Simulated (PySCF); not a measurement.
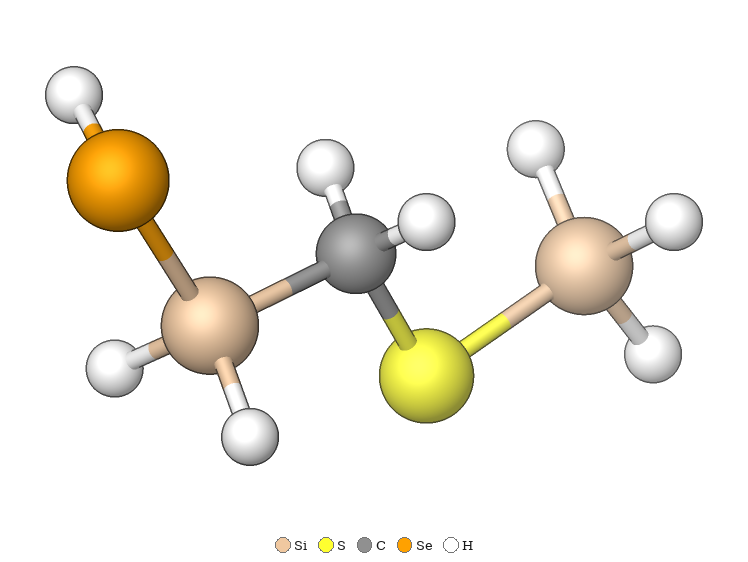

Ball-and-stick drawing of a structure. Every bond is drawn as one stick, whatever its order.

Description:

The molecule is CH₈SSeSi₂. SMILES: `[SiH3]SC[SiH2][SeH]`. It has no ring. Among its groups: Si–H bond. The point group is C1. Coordination: 2 Si tetrahedral; 1 S bent; 1 C tetrahedral; 1 Se bent.

The parts below concern this one geometry. Atoms keep their numbers from picture to picture. The computed structure is the end point of a PBE0-D3(BJ)/def2-SVP optimisation. No frequency run is at hand to confirm it as a minimum.

**Core levels**

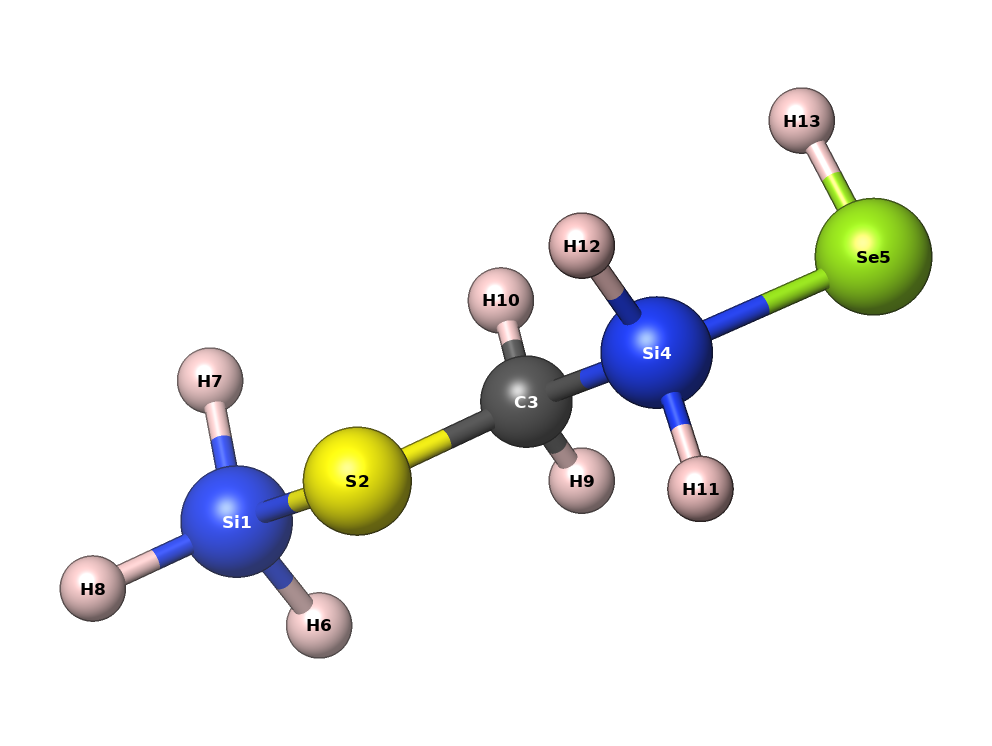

No frequency run is at hand to confirm it as a minimum. Method: delta-SCF UKS PBE0, pcX-2 on the ionised atom, pcseg-1 elsewhere, spin-free X2C (PySCF 2.14.0).

Give the core-electron binding energies (to vacuum; p and d levels without spin–orbit splitting) of Si1 1s, Si1 2p, S2 1s, S2 2p, C3 1s, Si4 1s, Si4 2p.

| atom | level | binding energy (eV) |
| --- | --- | --- |
| Si1 | 1s | 1844.8 |
| Si1 | 2p | 107.0 |
| S2 | 1s | 2474.0 |
| S2 | 2p | 168.9 |
| C3 | 1s | 290.5 |
| Si4 | 1s | 1844.7 |
| Si4 | 2p | 106.9 |

**Excitation**

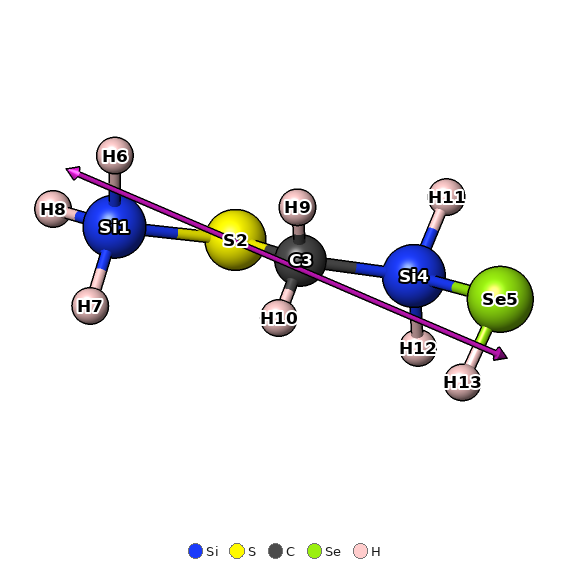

The double arrow shows the direction of the transition dipole to excited singlet state 3 (its length means nothing). No frequency run is at hand to confirm it as a minimum. Level of theory: TDDFT PBE0/def2-TZVPD, vertical, gas phase, core orbitals frozen in the response (PySCF 2.14.0).

Where does the transition lie, and how strong is it?

5.51 eV (225 nm), oscillator strength 0.044, of mixed character, with the largest part HOMO−1 → LUMO (weight 0.45); transition dipole 1.45 D.

**Polarisability**

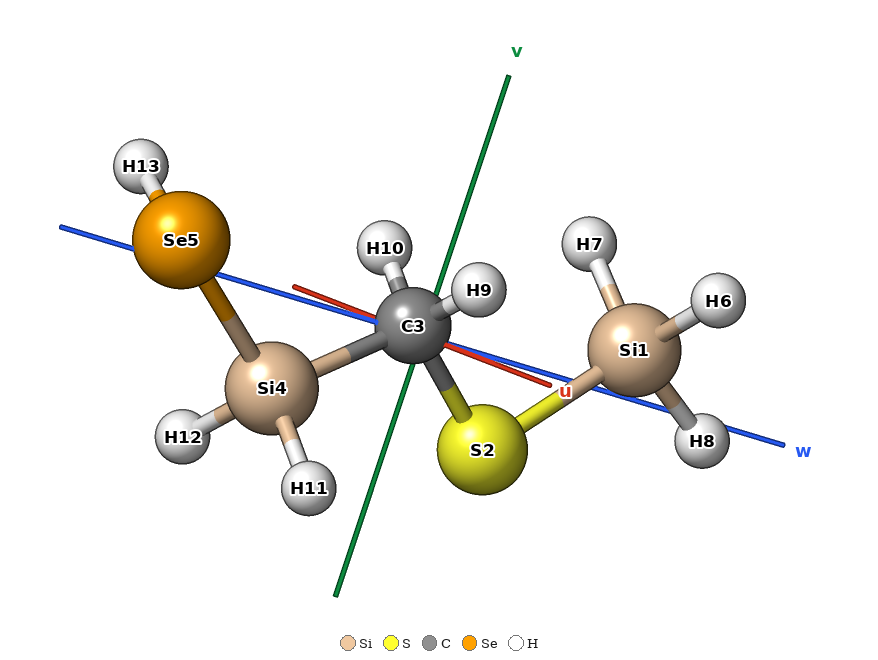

The lines u, v and w are the principal axes of the static dipole polarisability. No frequency run is at hand to confirm it as a minimum. Method: PBE0/def2-TZVPD (PySCF 2.14.0).

Along which axis is the molecule most polarisable, and along which least?

Most along w (close to the long direction Si1···Se5), least along u.

Give the three principal values.

u 96.4, v 109.7, w 166.0 bohr³; mean 124.0, anisotropy 64.0 bohr³.
